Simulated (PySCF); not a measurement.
# C₅H₅FO: circular dichroism and optical rotation, excited states, first hyperpolarisability

Aim: compute the circular dichroism and optical rotation, excited states, first hyperpolarisability of C₅H₅FO (`CC(=C=CF)C=O`).

Computed with PySCF 2.14.0 and routines of our own; the level stands in each step. Atoms count from 0.

## (1) The starting structure

12 atoms, charge 0, multiplicity 1; geometry from: GFN2-xTB.

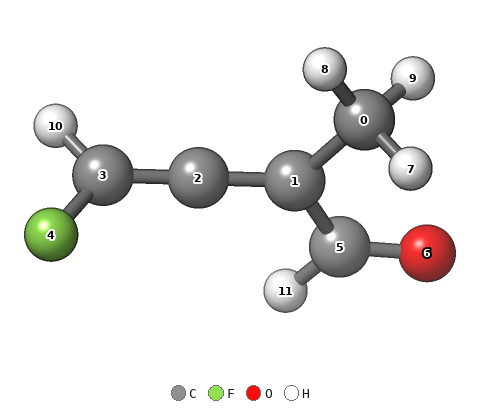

The starting geometry (carbon grey, fluorine green, oxygen red, hydrogen white).

## (2) Relaxing the molecule at PBE0-D3(BJ)/def2-SVP

What the job is given:

```
{"job": {"xc": "PBE0", "basis": "def2-SVP", "d3": "d3bj", "grid": 2, "kind": "geom"}, "charge": 0, "multiplicity": 1}
C     -1.020223    -0.699654     1.069166
C     -0.315095     0.058662    -0.012899
C      0.971676    -0.016905    -0.239767
C      2.239892    -0.092206    -0.496338
F      3.153529     0.721188     0.068833
C     -1.155233     0.932067    -0.863263
O     -2.343919     1.052445    -0.738499
H     -1.446862     0.005766     1.780383
H     -0.343103    -1.371686     1.587407
H     -1.843035    -1.263933     0.634238
H      2.693922    -0.803907    -1.173686
H     -0.590350     1.477479    -1.641601
```

Started as:

```bash
$ OMP_NUM_THREADS=1 python excited_run.py task.json out
```

This one command runs all jobs of the session in turn.

Standard output:

```text
step   0  E = -367.85067308  max force = 0.020533
step   1  E = -367.85194226  max force = 0.004271
step   2  E = -367.85194871  max force = 0.002485
step   3  E = -367.85202009  max force = 0.001020
step   4  E = -367.85202343  max force = 0.001150
step   5  E = -367.85203000  max force = 0.000536
step   6  E = -367.85203219  max force = 0.000444
optimisation converged
```

Wall time 43 s (1 thread of Arm Neoverse V1, shared host); peak memory 0.66 GiB.

Along the way:

| step | energy from step 0 (eV) | largest force component (eV/Å) |
| --- | --- | --- |
| 0 | 0.0000 | 1.0558 |
| 1 | -0.0345 | 0.2196 |
| 2 | -0.0347 | 0.1278 |
| 3 | -0.0367 | 0.0525 |
| 4 | -0.0367 | 0.0591 |
| 5 | -0.0369 | 0.0276 |
| 6 | -0.0370 | 0.0228 |

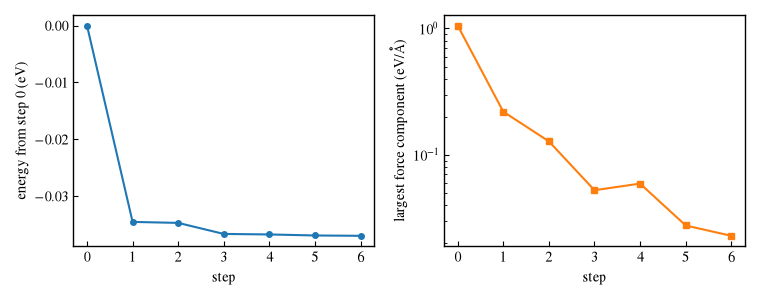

Energy and largest force along the relaxation.

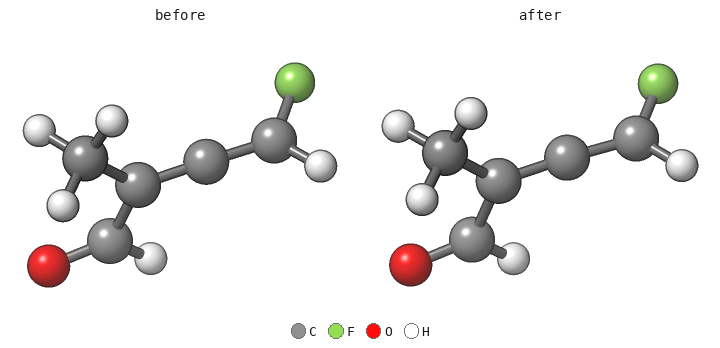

Before and after, at one scale.

Distances of close pairs at the start and the end, largest changes first:

| bond | before (Å) | after (Å) | change (Å) |
| --- | --- | --- | --- |
| C3–F4 | 1.348 | 1.332 | -0.015 |
| C3–H10 | 1.082 | 1.095 | +0.013 |
| C2–C3 | 1.296 | 1.309 | +0.013 |
| C0–H7 | 1.089 | 1.101 | +0.012 |
| C5–H11 | 1.106 | 1.118 | +0.012 |
| C0–H9 | 1.088 | 1.100 | +0.012 |
| C1–C5 | 1.480 | 1.492 | +0.012 |
| C0–H8 | 1.086 | 1.097 | +0.011 |

The end geometry stands in the next job.

| at the end point | value |
| --- | --- |
| point group (found at 0.08 Å tolerance) | C1 |
| rotational constants (GHz, main isotopes) | 6.001, 1.272, 1.106 |
| dipole moment (D) | 2.09 |

## (3) Circular dichroism and optical rotation: TDDFT CAM-B3LYP/def2-TZVPD

What the job is given:

```
{"job": {"kind": "ecd", "xc": "CAM-B3LYP", "basis": "def2-TZVPD", "nstates": 12}, "charge": 0, "multiplicity": 1}
C     -1.183538    -1.093348     0.607659
C     -0.482555    -0.365633    -0.497397
C      0.814456    -0.402807    -0.735449
C      2.085561    -0.445509    -1.043973
F      2.994212     0.390395    -0.544035
C     -1.325536     0.473617    -1.398091
O     -2.518528     0.571315    -1.273183
H     -1.633425    -0.368265     1.303513
H     -0.499022    -1.747500     1.160732
H     -2.013966    -1.685748     0.195496
H      2.510491    -1.185904    -1.730063
H     -0.764639     1.006666    -2.204387
```

Method: TDDFT CAM-B3LYP/def2-TZVPD circular dichroism and optical rotation, one conformer, gas phase.

Standard output:

```text
coarse grid: 10704 points
cycle   1  E = -368.3569327904  dE =  1.195e+00  |g| = 9.269e-01  |ddm| = 4.777e+00
cycle   2  E = -368.0577627652  dE =  2.992e-01  |g| = 1.611e+00  |ddm| = 2.836e+00
cycle   3  E = -368.5200730543  dE = -4.623e-01  |g| = 1.322e-01  |ddm| = 2.150e+00
cycle   4  E = -368.5224354084  dE = -2.362e-03  |g| = 8.499e-02  |ddm| = 2.235e-01
cycle   5  E = -368.5238236441  dE = -1.388e-03  |g| = 1.072e-02  |ddm| = 1.399e-01
cycle   6  E = -368.5238542530  dE = -3.061e-05  |g| = 4.136e-03  |ddm| = 3.597e-02
cycle   7  E = -368.5238591448  dE = -4.892e-06  |g| = 1.695e-03  |ddm| = 1.147e-02
final grid: 105712 points
cycle   8  E = -368.5217075368  dE = -3.992e-05  |g| = 4.801e-03  |ddm| = 2.870e-01
cycle   9  E = -368.5217053988  dE =  2.138e-06  |g| = 6.102e-03  |ddm| = 2.453e-02
cycle  10  E = -368.5217118366  dE = -6.438e-06  |g| = 9.768e-04  |ddm| = 7.408e-03
cycle  11  E = -368.5217119967  dE = -1.601e-07  |g| = 2.981e-04  |ddm| = 1.511e-03
cycle  12  E = -368.5217120113  dE = -1.467e-08  |g| = 1.280e-04  |ddm| = 7.507e-04
cycle  13  E = -368.5217120143  dE = -2.979e-09  |g| = 2.593e-05  |ddm| = 2.047e-04
cycle  14  E = -368.5217120145  dE = -2.173e-10  |g| = 1.101e-05  |ddm| = 8.400e-05
converged SCF energy = -368.5217120145

Singlet excitations and rotatory strengths (1e-40 esu^2 cm^2)
state   eV       nm     f(len)   f(vel)    R(len)    R(vel)   main configurations
  1   3.7477   330.8  0.00041  0.00037     1.898     1.827   H->L 0.86
  2   4.6433   267.0  0.00047  0.00047     1.434     1.520   H-2->L 0.82, H->L 0.09
  3   5.9554   208.2  0.33715  0.33562     6.805     6.784   H-1->L 0.92
  4   6.6287   187.0  0.00203  0.00203   -17.305   -17.296   H-1->L+2 0.53, H-1->L+1 0.21, H-1->L+3 0.18
  5   6.9019   179.6  0.04899  0.04992    49.444    49.363   H->L+1 0.71, H->L+2 0.09
  6   7.0808   175.1  0.07576  0.07585  -121.594  -121.716   H->L+5 0.33, H->L+2 0.16, H->L+1 0.14
  7   7.3045   169.7  0.35864  0.35868    87.938    88.141   H->L+2 0.61, H->L+3 0.13, H->L+5 0.09
  8   7.4472   166.5  0.01538  0.01559    -0.834    -0.927   H-2->L+1 0.47, H->L+3 0.28
  9   7.6140   162.8  0.01064  0.01154    -3.907    -3.703   H-1->L+1 0.70, H-1->L+2 0.19
 10   7.8490   158.0  0.01099  0.01091    -2.092    -2.201   H-2->L+2 0.33, H-2->L+5 0.21
 11   7.8936   157.1  0.03149  0.03133     3.244     3.273   H->L+4 0.21, H-2->L+3 0.12, H-2->L+5 0.11
 12   8.0103   154.8  0.01667  0.01653    -0.722    -0.717   H->L+4 0.37, H->L+3 0.21, H-2->L+2 0.09

Specific rotation (deg / (dm g/mL))
    nm     length   length(OI)   velocity    alpha(len)  alpha(vel)
  633.0      73.42      73.66      72.81       73.262     73.098
  589.3      90.23      90.51      89.43       73.705     73.540
  546.0     114.19     114.51     113.09       74.269     74.103
  436.0     268.88     269.32     265.19       76.720     76.548
  405.0     395.45     395.89     389.08       77.907     77.732
  365.0     882.45     882.57     863.18       80.118     79.934
```

Wall time 2.5 min (1 thread of Arm Neoverse V1, shared host); peak memory 1.2 GiB.

Warnings kept with the result: wavelengths within 0.3 eV of the first excitation or beyond it are left out.

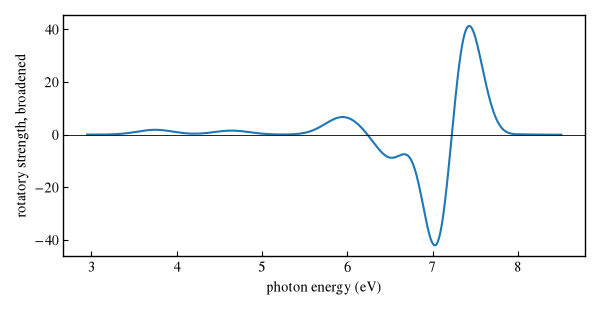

Circular dichroism: velocity-form rotatory strengths under Gaussians of 0.3 eV half-width at 1/e.

## (4) Excited states: TDA CAM-B3LYP/def2-TZVPD

The job, as its differences from that of step 3:

```diff
@@ -1,2 +1,2 @@
-{"job": {"kind": "ecd", "xc": "CAM-B3LYP", "basis": "def2-TZVPD", "nstates": 12}, "charge": 0, "multiplicity": 1}
+{"job": {"kind": "states", "xc": "CAM-B3LYP", "basis": "def2-TZVPD", "tda": true, "soc": true, "nstates": 6, "ntriplets": 5, "nquad": 4}, "charge": 0, "multiplicity": 1}
 C     -1.183538    -1.093348     0.607659
```

Level: TDA CAM-B3LYP/def2-TZVPD excited states, vertical, gas phase, spin-orbit mean-field couplings.

Standard output:

```text
coarse grid: 10704 points
cycle   1  E = -368.3569327904  dE =  1.195e+00  |g| = 9.269e-01  |ddm| = 4.777e+00
cycle   2  E = -368.0577627652  dE =  2.992e-01  |g| = 1.611e+00  |ddm| = 2.836e+00
cycle   3  E = -368.5200730543  dE = -4.623e-01  |g| = 1.322e-01  |ddm| = 2.150e+00
cycle   4  E = -368.5224354084  dE = -2.362e-03  |g| = 8.499e-02  |ddm| = 2.235e-01
cycle   5  E = -368.5238236441  dE = -1.388e-03  |g| = 1.072e-02  |ddm| = 1.399e-01
cycle   6  E = -368.5238542530  dE = -3.061e-05  |g| = 4.136e-03  |ddm| = 3.597e-02
cycle   7  E = -368.5238591448  dE = -4.892e-06  |g| = 1.695e-03  |ddm| = 1.147e-02
final grid: 105712 points
cycle   8  E = -368.5217075368  dE = -3.992e-05  |g| = 4.801e-03  |ddm| = 2.870e-01
cycle   9  E = -368.5217053988  dE =  2.138e-06  |g| = 6.102e-03  |ddm| = 2.453e-02
cycle  10  E = -368.5217118366  dE = -6.438e-06  |g| = 9.768e-04  |ddm| = 7.408e-03
cycle  11  E = -368.5217119967  dE = -1.601e-07  |g| = 2.981e-04  |ddm| = 1.511e-03
cycle  12  E = -368.5217120113  dE = -1.467e-08  |g| = 1.280e-04  |ddm| = 7.507e-04
cycle  13  E = -368.5217120143  dE = -2.979e-09  |g| = 2.593e-05  |ddm| = 2.047e-04
cycle  14  E = -368.5217120145  dE = -2.173e-10  |g| = 1.101e-05  |ddm| = 8.400e-05
converged SCF energy = -368.5217120145

Singlet excitations
state   eV       nm        f     d(h-e)  d(exc)  Lambda  PR(NTO)  |dmu|/D   mu/D   main configurations
  1   3.7805   328.0   0.00042   0.512   2.579   0.557   1.056    1.307    1.312   H->L 0.86
  2   4.6693   265.5   0.00062   0.789   2.660   0.546   1.159    1.980    4.010   H-2->L 0.82, H->L 0.09
  3   6.2468   198.5   0.39801   0.607   2.922   0.708   1.322    1.658    3.445   H-1->L 0.83
  4   6.6551   186.3   0.00488   1.150   2.711   0.414   1.014    3.064    1.993   H-1->L+2 0.53, H-1->L+1 0.21, H-1->L+3 0.18
  5   6.9161   179.3   0.04951   0.407   3.688   0.420   1.247                     H->L+1 0.65, H->L+2 0.12
  6   7.1059   174.5   0.04272   0.786   3.333   0.430   1.234                     H->L+5 0.36, H->L+1 0.14, H->L+3 0.13

Triplet excitations (Tamm-Dancoff)
state   eV     d(h-e)  d(exc)  Lambda  PR(NTO)   main configurations
  1   3.2633   0.617   2.474   0.552   1.053   H->L 0.79, H-2->L 0.11
  2   3.6641   0.245   2.437   0.738   1.052   H-1->L 0.91
  3   4.2204   0.909   2.635   0.543   1.159   H-2->L 0.75, H->L 0.14
  4   4.6331   0.073   2.127   0.505   1.028   H->L+2 0.32, H-2->L+2 0.20, H->L+3 0.13
  5   6.0021   0.625   2.089   0.512   1.444   H-4->L 0.34, H-3->L 0.16, H-7->L 0.14
S1 - T1 = 0.5171 eV

Spin-orbit couplings |<S|Hso|T>| (cm-1)
             T1       T2       T3       T4       T5
S0       49.849    1.495   26.096    1.578    0.617
S1        0.357   14.571    4.747    5.076   34.202
S2        4.976    9.993    0.759    5.484   19.827
S3       12.766    0.799    8.771    0.699    0.841
S4        1.248    5.818    0.783    4.277    3.775
S5        3.461    1.346    1.163    2.197    3.680
S6        2.919    0.969    0.785    4.402    7.952
T1 sublevels (cm-1): 0.000 0.002 0.223   radiative rates (1/s): 3.23 7.94 593
```

It took 68 s on 1 thread of Arm Neoverse V1, shared host; peak memory 1.2 GiB.

Key values:

| quantity | value |
| --- | --- |
| S1 less T1 | 0.52 eV |

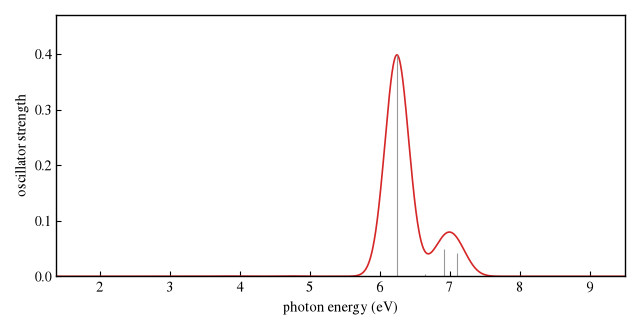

Absorption lines of the singlets. Lines are broadened to a width of 0.40 eV (Gaussian).

## (5) Excited states: TDDFT CAM-B3LYP/def2-TZVPD

The job, as its differences from that of step 4:

```diff
@@ -1,2 +1,2 @@
-{"job": {"kind": "states", "xc": "CAM-B3LYP", "basis": "def2-TZVPD", "tda": true, "soc": true, "nstates": 6, "ntriplets": 5, "nquad": 4}, "charge": 0, "multiplicity": 1}
+{"job": {"kind": "states", "xc": "CAM-B3LYP", "basis": "def2-TZVPD", "tpa": true, "nstates": 8, "nquad": 6, "ntriplets": 0}, "charge": 0, "multiplicity": 1}
 C     -1.183538    -1.093348     0.607659
```

With the program's defaults for keys left out, this is: TDDFT CAM-B3LYP/def2-TZVPD excited states, vertical, gas phase, two-photon moments by quadratic response.

Standard output:

```text
coarse grid: 10704 points
cycle   1  E = -368.3569327904  dE =  1.195e+00  |g| = 9.269e-01  |ddm| = 4.777e+00
cycle   2  E = -368.0577627652  dE =  2.992e-01  |g| = 1.611e+00  |ddm| = 2.836e+00
cycle   3  E = -368.5200730543  dE = -4.623e-01  |g| = 1.322e-01  |ddm| = 2.150e+00
cycle   4  E = -368.5224354084  dE = -2.362e-03  |g| = 8.499e-02  |ddm| = 2.235e-01
cycle   5  E = -368.5238236441  dE = -1.388e-03  |g| = 1.072e-02  |ddm| = 1.399e-01
cycle   6  E = -368.5238542530  dE = -3.061e-05  |g| = 4.136e-03  |ddm| = 3.597e-02
cycle   7  E = -368.5238591448  dE = -4.892e-06  |g| = 1.695e-03  |ddm| = 1.147e-02
final grid: 105712 points
cycle   8  E = -368.5217075368  dE = -3.992e-05  |g| = 4.801e-03  |ddm| = 2.870e-01
cycle   9  E = -368.5217053988  dE =  2.138e-06  |g| = 6.102e-03  |ddm| = 2.453e-02
cycle  10  E = -368.5217118366  dE = -6.438e-06  |g| = 9.768e-04  |ddm| = 7.408e-03
cycle  11  E = -368.5217119967  dE = -1.601e-07  |g| = 2.981e-04  |ddm| = 1.511e-03
cycle  12  E = -368.5217120113  dE = -1.467e-08  |g| = 1.280e-04  |ddm| = 7.507e-04
cycle  13  E = -368.5217120143  dE = -2.979e-09  |g| = 2.593e-05  |ddm| = 2.047e-04
cycle  14  E = -368.5217120145  dE = -2.173e-10  |g| = 1.101e-05  |ddm| = 8.400e-05
converged SCF energy = -368.5217120145

Singlet excitations
state   eV       nm        f     d(h-e)  d(exc)  Lambda  PR(NTO)  |dmu|/D   mu/D   delta(TPA)   sigma/GM   main configurations
  1   3.7477   330.8   0.00041   0.511   2.585   0.557   1.059    1.335    1.300        0.04      0.000   H->L 0.86
  2   4.6434   267.0   0.00047   0.801   2.665   0.546   1.160    1.990    4.019        0.27      0.002   H-2->L 0.82, H->L 0.09
  3   5.9558   208.2   0.33725   0.616   2.861   0.715   1.299    1.747    3.598       51.48      0.669   H-1->L 0.92
  4   6.6288   187.0   0.00203   1.163   2.710   0.412   1.012    3.110    2.028        0.40      0.006   H-1->L+2 0.53, H-1->L+1 0.21, H-1->L+3 0.18
  5   6.9021   179.6   0.04896   0.398   3.705   0.411   1.223    1.353    1.742       41.06      0.717   H->L+1 0.71, H->L+2 0.09
  6   7.0810   175.1   0.07570   0.803   3.341   0.439   1.231    2.054    0.846       15.86      0.291   H->L+5 0.33, H->L+2 0.16, H->L+1 0.14
  7   7.3048   169.7   0.35881   1.188   3.241   0.517   1.357                                            H->L+2 0.61, H->L+3 0.13, H->L+5 0.09
  8   7.4474   166.5   0.01539   0.436   3.342   0.409   2.063                                            H-2->L+1 0.47, H->L+3 0.28
```

Wall time 1.7 min (1 thread of Arm Neoverse V1, shared host); peak memory 1.1 GiB.

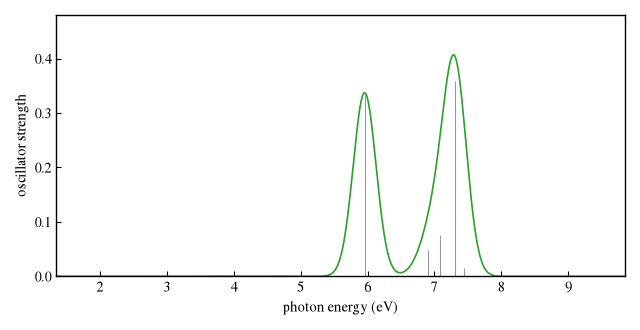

Absorption lines of the singlets. Lines are broadened to a width of 0.40 eV (Gaussian).

## (6) First hyperpolarisability: quadratic response CAM-B3LYP/def2-TZVPD

The job, as its differences from that of step 5:

```diff
@@ -1,2 +1,2 @@
-{"job": {"kind": "states", "xc": "CAM-B3LYP", "basis": "def2-TZVPD", "tpa": true, "nstates": 8, "nquad": 6, "ntriplets": 0}, "charge": 0, "multiplicity": 1}
+{"job": {"kind": "beta", "xc": "CAM-B3LYP", "basis": "def2-TZVPD"}, "charge": 0, "multiplicity": 1}
 C     -1.183538    -1.093348     0.607659
```

Method: quadratic response CAM-B3LYP/def2-TZVPD first hyperpolarisability, Taylor convention, gas phase.

Standard output:

```text
coarse grid: 10704 points
cycle   1  E = -368.3569327904  dE =  1.195e+00  |g| = 9.269e-01  |ddm| = 4.777e+00
cycle   2  E = -368.0577627652  dE =  2.992e-01  |g| = 1.611e+00  |ddm| = 2.836e+00
cycle   3  E = -368.5200730543  dE = -4.623e-01  |g| = 1.322e-01  |ddm| = 2.150e+00
cycle   4  E = -368.5224354084  dE = -2.362e-03  |g| = 8.499e-02  |ddm| = 2.235e-01
cycle   5  E = -368.5238236441  dE = -1.388e-03  |g| = 1.072e-02  |ddm| = 1.399e-01
cycle   6  E = -368.5238542530  dE = -3.061e-05  |g| = 4.136e-03  |ddm| = 3.597e-02
cycle   7  E = -368.5238591448  dE = -4.892e-06  |g| = 1.695e-03  |ddm| = 1.147e-02
final grid: 105712 points
cycle   8  E = -368.5217075368  dE = -3.992e-05  |g| = 4.801e-03  |ddm| = 2.870e-01
cycle   9  E = -368.5217053988  dE =  2.138e-06  |g| = 6.102e-03  |ddm| = 2.453e-02
cycle  10  E = -368.5217118366  dE = -6.438e-06  |g| = 9.768e-04  |ddm| = 7.408e-03
cycle  11  E = -368.5217119967  dE = -1.601e-07  |g| = 2.981e-04  |ddm| = 1.511e-03
cycle  12  E = -368.5217120113  dE = -1.467e-08  |g| = 1.280e-04  |ddm| = 7.507e-04
cycle  13  E = -368.5217120143  dE = -2.979e-09  |g| = 2.593e-05  |ddm| = 2.047e-04
cycle  14  E = -368.5217120145  dE = -2.173e-10  |g| = 1.101e-05  |ddm| = 8.400e-05
converged SCF energy = -368.5217120145

Lowest singlets (eV, f): 3.7477 0.0004  4.6434 0.0005  5.9558 0.3372

First hyperpolarisability (au)
process     nm      |vector|   parallel      HRS      DR
static         -      122.23        9.6      55.16   3.911
shg       1907.0      129.12      11.99      58.36   3.954
eope      1907.0      124.45      10.36          -       -
shg       1064.0      147.38      18.63      66.88   4.038
eope      1064.0      129.63      12.17          -       -
```

Wall time 69 s (1 thread of Arm Neoverse V1, shared host); peak memory 1.2 GiB.

## (7) Results

| quantity | value |
| --- | --- |
| point group | C1 |
| rotational constants (main isotopes) | 6.00, 1.27, 1.11 GHz |
| state of largest rotatory strength (velocity form) among 12 (step 3, TDDFT CAM-B3LYP/def2-TZVPD) | 7.08 eV, R = -121.7 (velocity), -121.6 (length) ·10⁻⁴⁰ esu² cm² |
| specific rotation at 633.0 nm (step 3, TDDFT CAM-B3LYP/def2-TZVPD) | 72.8 (velocity), 73.4 (length) |
| S1 less T1 (step 4, TDA CAM-B3LYP/def2-TZVPD) | 0.52 eV |
| β vector (step 6, quadratic response CAM-B3LYP/def2-TZVPD) | static 122, SHG 1907.0 nm 129, SHG 1064.0 nm 147 au |

What this shows: Over 6 steps the energy fell by 0.037 eV; of the close pairs, C3–F4 changed most, 1.348 to 1.332 Å. Rotations belong to one conformer and to the handedness of the start. In step 4, the number of triplets below S1 is 2, and the largest singlet-triplet spin-orbit coupling is S0–T1, 49.85 cm⁻¹. β grows from 122 au (static) to 147 au for doubling at 1064.0 nm: normal dispersion, which grows as twice the photon energy moves toward the bright states.
